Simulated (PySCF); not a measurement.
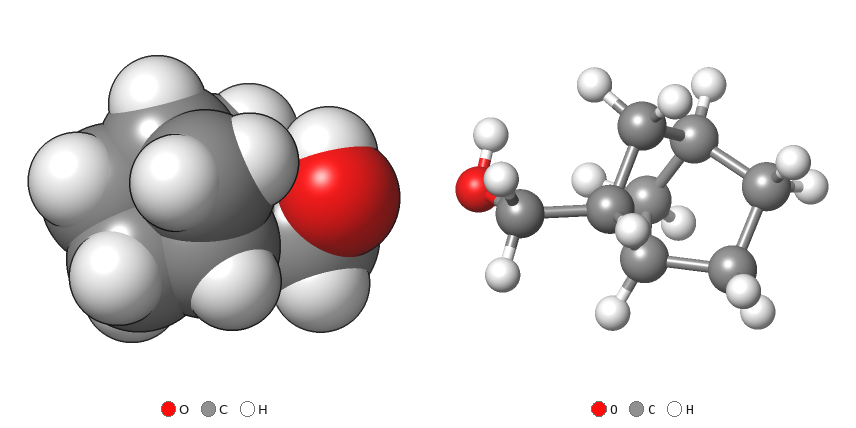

Both panels show the same species.

Computed geometry: GFN2-xTB optimisation. No frequency run is at hand to confirm it as a minimum.

Question: Which formula does it have?

Answer: C8H14O, 23 atoms: 8 carbon, 14 hydrogen and 1 oxygen.

Question: Name functional groups in it.

Answer: Among them: alcohol.

More results for the same structure follow; atom numbers are the same in all pictures, views and colours differ.

Shape

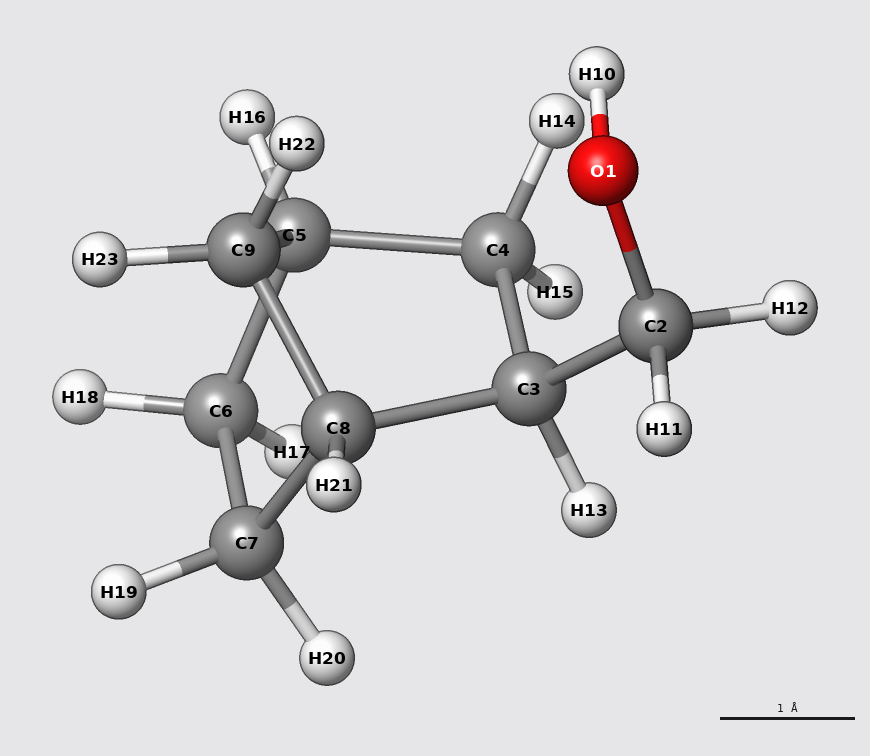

The atoms are numbered. No frequency run is at hand to confirm it as a minimum.

What are the angles C4–C5–H16, C5–C4–H14, C5–C4–H15, C5–C6–H17, C5–C6–H18, C6–C5–H16, C7–C8–C9, C7–C8–H21, C8–C7–H20, C8–C9–H22, C8–C9–H23, C9–C8–H21?

| angle | degrees |
| --- | --- |
| C4–C5–H16 | 113.6 |
| C5–C4–H14 | 110.4 |
| C5–C4–H15 | 112.1 |
| C5–C6–H17 | 111.7 |
| C5–C6–H18 | 110.7 |
| C6–C5–H16 | 113.7 |
| C7–C8–C9 | 101.1 |
| C7–C8–H21 | 114.2 |
| C8–C7–H20 | 112.1 |
| C8–C9–H22 | 113.3 |
| C8–C9–H23 | 112.6 |
| C9–C8–H21 | 116.3 |

Bond orders

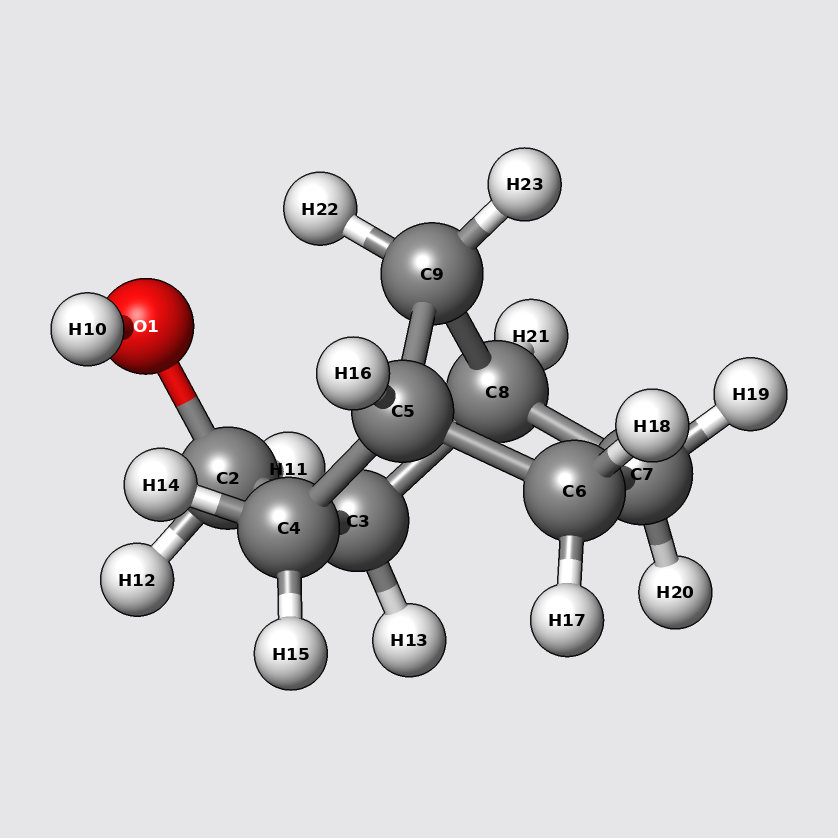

Every bond is drawn as one stick. No frequency run is at hand to confirm it as a minimum. Level of theory: PBE0/pcSseg-1 (PySCF 2.14.0).

List the Mayer bond orders of O1–C2, C2–C3, C3–C4, C3–C8, C4–C5, C5–C6, C5–C9, C6–C7, C7–C8, C8–C9 (bonds between heavy atoms, one of each equivalent set).

```csv
bond,Mayer order,length (Å)
O1–C2,0.96,1.405
C2–C3,1.02,1.536
C3–C4,0.98,1.545
C3–C8,0.95,1.540
C4–C5,1.01,1.532
C5–C6,1.00,1.534
C5–C9,0.96,1.527
C6–C7,1.02,1.543
C7–C8,1.02,1.533
C8–C9,0.96,1.528
```

Electronic properties

No frequency run is at hand to confirm it as a minimum. Method: PBE0/pcSseg-1, gas phase (PySCF 2.14.0).

Predict the main results.

- dipole moment: 1.56 D
- HOMO energy (Kohn–Sham orbital): −7.49 eV
- LUMO energy (Kohn–Sham orbital): 1.06 eV
- HOMO–LUMO gap: 8.55 eV

Charges

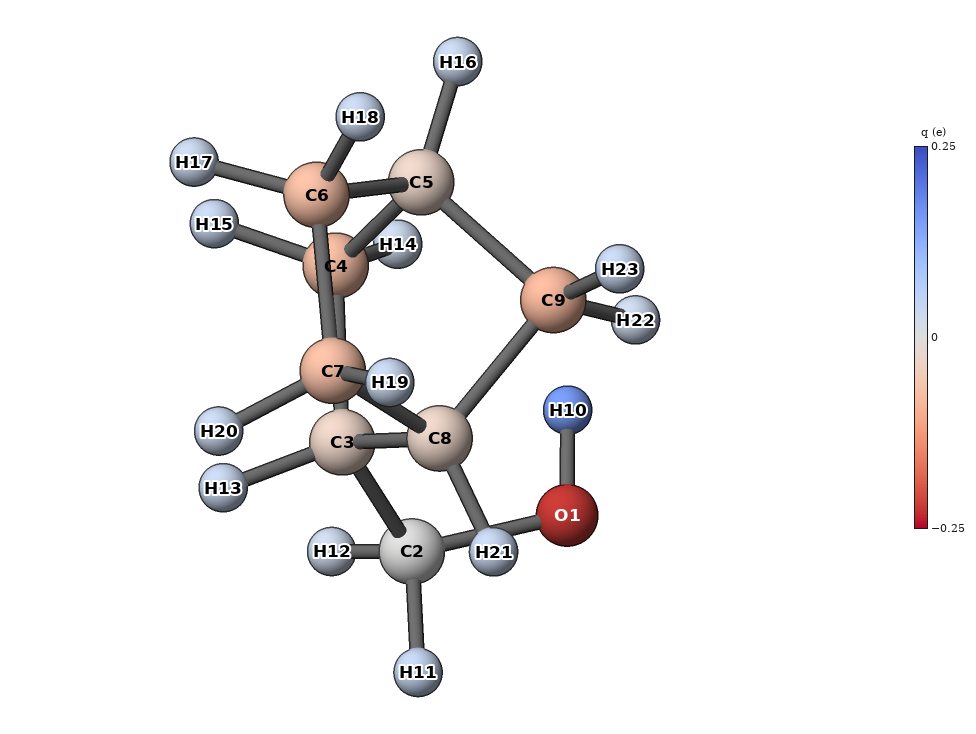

Atoms are coloured by their Hirshfeld charges. No frequency run is at hand to confirm it as a minimum. Properties computed with PBE0/pcSseg-1, gas phase (PySCF 2.14.0).

List the Hirshfeld charges.

```json
{"atom": "O1", "value (e)": "−0.22"}
{"atom": "C2", "value (e)": "0.00"}
{"atom": "C3", "value (e)": "−0.03"}
{"atom": "C4", "value (e)": "−0.07"}
{"atom": "C5", "value (e)": "−0.03"}
{"atom": "C6", "value (e)": "−0.07"}
{"atom": "C7", "value (e)": "−0.07"}
{"atom": "C8", "value (e)": "−0.03"}
{"atom": "C9", "value (e)": "−0.08"}
{"atom": "H10", "value (e)": "0.15"}
{"atom": "H11", "value (e)": "0.04"}
{"atom": "H12", "value (e)": "0.03"}
{"atom": "H13", "value (e)": "0.04"}
{"atom": "H14", "value (e)": "0.03"}
{"atom": "H15", "value (e)": "0.04"}
{"atom": "H16", "value (e)": "0.04"}
{"atom": "H17", "value (e)": "0.03"}
{"atom": "H18", "value (e)": "0.04"}
{"atom": "H19", "value (e)": "0.04"}
{"atom": "H20", "value (e)": "0.03"}
{"atom": "H21", "value (e)": "0.04"}
{"atom": "H22", "value (e)": "0.03"}
{"atom": "H23", "value (e)": "0.04"}
```
